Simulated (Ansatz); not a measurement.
# CBr2ClF (dibromochlorofluoromethane): PBE-QIDH/cc-pVDZ

Aim: the electronic atomisation energy of CBr2ClF (dibromochlorofluoromethane) at PBE-QIDH/cc-pVDZ, from 5 runs. 

The calculation is run with Ansatz 0.2.0.

56 further runs of the same task are left out: 4 that didn't finish, 52 set aside as unsound or not needed.

## (1) The system as given

CBr2ClF has 5 atoms, charge 0, and is taken as a singlet. As SMILES, `FC(Cl)(Br)Br`. The shape is that of a PBE0-D4/def2-TZVP optimisation.

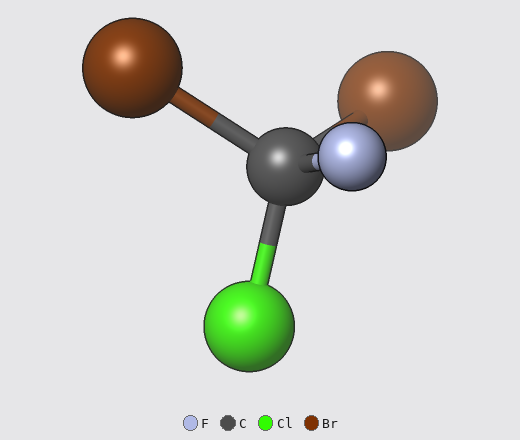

Viewed from a chosen angle; fluorine light blue, carbon dark grey, chlorine green, bromine brown.

## (2) The energy at PBE-QIDH/cc-pVDZ

File input.yaml:

```yaml
crystal:
  periodic: [false, false, false]
  atoms:
    - symbol: F
      position_ang: [1.219400, -0.708600, 0.266600]
    - symbol: C
      position_ang: [0.074700, -0.067500, 0.041700]
    - symbol: Cl
      position_ang: [-0.943400, -0.212100, 1.460600]
    - symbol: Br
      position_ang: [-0.781900, -0.877000, -1.494500]
    - symbol: Br
      position_ang: [0.481200, 1.791500, -0.315900]
basis:
  gaussian:
    orbitals: cc-pVDZ
hamiltonian:
  xc: {name: PBE-QIDH}
correlation:
  frozen_orbitals: {Br: 9, C: 1, Cl: 5, F: 1}
accuracy: high
output: {orbitals: {seedname: orbitals}}
```

The run is started by

```sh
$ ansatz run input.yaml --threads 1 --pin off --max-ram 3480MiB --events-out events.jsonl --progress --plain --runs-dir runs
```

Output:

```text
Warning: RAYON_NUM_THREADS=1 ignored (pool sized by the plan → 1); use --threads N
Functional definition: PBE-QIDH
  name "PBE-QIDH"
  parameter a = 3^(-1/3)
  parameter c = 1/3
  exchange = (1 - a)*pbe_x + a*exact_x
  correlation = (1 - c)*pbe_c + c*(mp2_os + mp2_ss)
2136 factors; integrals over basis functions are off by at most 4.6e-9 eV
mean field evaluation 1: about -156308.5279 eV, gradient 3.5e1 eV
mean field evaluation 2: about -156308.8956 eV, gradient 3.6e1 eV
mean field evaluation 4: about -156311.7733 eV, gradient 1.8e0 eV
mean field evaluation 8: about -156311.7988 eV, gradient 2.1e-1 eV
mean field evaluation 16: about -156311.7990 eV, gradient 3.5e-5 eV
mean field -156311.79897119 eV, -5744.3526602483 hartree, gradient 6.3e-8 eV, S^2 0.000000; 0 other end points of the search recorded, 0 dependent functions left out
25 core orbitals not correlated: weight in the atoms' cores, before any rotation towards them, 1.000 or more for the frozen orbitals, at most 0.000 for the correlated occupied ones
reference -156311.79897192 eV, -5744.3526602755 hartree; 26, 26 occupied and 49, 49 virtual orbitals, 2136 factors
second order -22.26669420 eV of doubles, -0.00000000 eV of singles
Total energy: -156319.22120332 eV, -5744.6254222484 hartree
```

Run time: 28 s. Hardware: 1 thread of Arm Neoverse V1, shared host; peak memory 0.46 GiB.

## (3) The Br atom

File in.yaml:

```yaml
crystal:
  periodic: [false, false, false]
  atoms:
    - symbol: Br
      position_ang: [0.000000, 0.000000, 0.000000]
basis:
  gaussian: {orbitals: cc-pVDZ}
magnetization: {spin_polarized: true, initial_magnetization: 1}
hamiltonian: {xc: {name: PBE-QIDH}}
correlation: {frozen_orbitals: {Br: 9}}
accuracy: high
```

Run the same way, it converges to -2573.42366 Eh (log not shown).

## (4) The C atom, same level

File run.yaml:

```yaml
crystal:
  periodic: [false, false, false]
  atoms:
    - {symbol: C, position_ang: [0.000000, 0.000000, 0.000000]}
basis:
  gaussian:
    orbitals: cc-pVDZ
magnetization:
  spin_polarized: true
  initial_magnetization: 2
accuracy: high
hamiltonian:
  xc: {name: PBE-QIDH}
correlation:
  frozen_orbitals: {C: 1}
```

The run is started by

```sh
$ ansatz run run.yaml --threads 1 --pin off --max-ram 3480MiB --events-out events.jsonl --progress --plain --runs-dir runs
```

Output, shortened:

```text
Warning: RAYON_NUM_THREADS=1 ignored (pool sized by the plan → 1); use --threads N
[... 6 set-up lines as earlier in the session ...]
96 factors; integrals over basis functions are off by at most 1.3e-9 eV
mean field evaluation 1: about -1027.6149 eV, gradient 4.3e0 eV
mean field evaluation 2: about -1027.6164 eV, gradient 4.3e0 eV
mean field evaluation 4: about -1027.7650 eV, gradient 9.2e-2 eV
mean field evaluation 8: about -1027.7649 eV, gradient 1.6e-4 eV
mean field -1027.76491588 eV, -37.7696640144 hartree, gradient 1.5e-8 eV, S^2 2.004196; 0 other end points of the search recorded, 0 dependent functions left out
1 core orbitals not correlated: weight in the atoms' cores, before any rotation towards them, 1.000 or more for the frozen orbitals, at most 0.000 for the correlated occupied ones
reference -1027.76491641 eV, -37.7696640339 hartree; 3, 1 occupied and 10, 12 virtual orbitals, 96 factors
second order -1.61969414 eV of doubles, -0.00000000 eV of singles
Total energy: -1028.30481445 eV, -37.7895049211 hartree
```

Run time: 0.32 s. Hardware: 1 thread of Arm Neoverse V1, shared host.

## (5) The Cl atom at the same level

File in.yaml:

```yaml
crystal:
  periodic: [false, false, false]
  atoms:
    - {symbol: Cl, position_ang: [0.000000, 0.000000, 0.000000]}
basis:
  gaussian:
    orbitals: cc-pVDZ
hamiltonian:
  xc: {name: PBE-QIDH}
accuracy: high
correlation:
  frozen_orbitals: {Cl: 5}
magnetization:
  spin_polarized: true
  initial_magnetization: 1
```

Run the same way, it converges to -459.89054 Eh (log not shown).

## (6) The F atom, same level

File job.yaml:

```yaml
crystal:
  periodic: [false, false, false]
  atoms:
    - {symbol: F, position_ang: [0.000000, 0.000000, 0.000000]}
basis:
  gaussian:
    orbitals: cc-pVDZ
magnetization:
  spin_polarized: true
  initial_magnetization: 1
hamiltonian:
  xc: {name: PBE-QIDH}
correlation:
  frozen_orbitals: {F: 1}
accuracy: high
```

Run the same way, it converges to -99.60840 Eh (log not shown).

## (7) What came out

Level: PBE-QIDH/cc-pVDZ, 25 core orbitals frozen.

| quantity | value |
| --- | --- |
| molecule: total energy | -5744.62542 Eh |
| molecule: HOMO energy (SCF part's orbitals) | -10.48 eV |
| molecule: LUMO energy (SCF part's orbitals) | 0.12 eV |
| molecule: HOMO–LUMO gap (SCF part's orbitals) | 10.60 eV |
| Br atom: total energy | -2573.42366 Eh |
| Br atom: ⟨S²⟩ | 0.754 |
| C atom: total energy | -37.78950 Eh |
| C atom: ⟨S²⟩ | 2.004 |
| Cl atom: total energy | -459.89054 Eh |
| Cl atom: ⟨S²⟩ | 0.754 |
| F atom: total energy | -99.60840 Eh |
| F atom: ⟨S²⟩ | 0.751 |
| electronic atomisation energy | 13.324 eV |

In words: Taking the molecule apart into free atoms costs 13.32 eV (307 kcal/mol), before zero-point energy and without spin-orbit coupling.
